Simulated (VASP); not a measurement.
Band structure of MoTe₂ (2H layered). All values below come from optB86b-vdW, VASP's PBE PAW potentials (set 64) (plane waves; VASP).

Unless said otherwise, spin-orbit coupling is left out, though it shifts the bands of the heavy elements here.

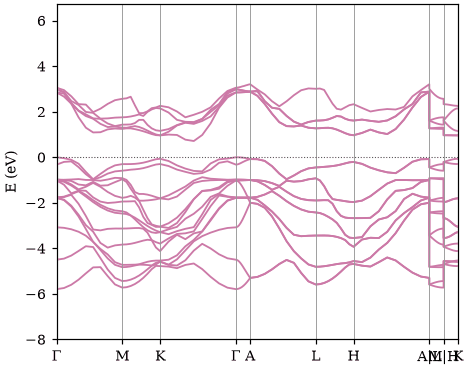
Figure. Bands along high-symmetry lines, zero at the valence-band maximum or, without a gap, the Fermi level

Read the plot: is there a gap, and where are the band edges?

The gap is indirect, 0.71 eV, from the valence maximum at Γ to the conduction minimum at K-Γ at 0.44. (Edges off the drawn lines would not show.)

Measured: gap 1.06 eV at 4 K (computed value off by -0.35 eV), as given by Desman Perdamaian Gulo et al., Physical Review Materials (2023), doi:10.1103/physrevmaterials.7.044001.

The compound is MoTe2 in the 2H layered structure. It was relaxed first.
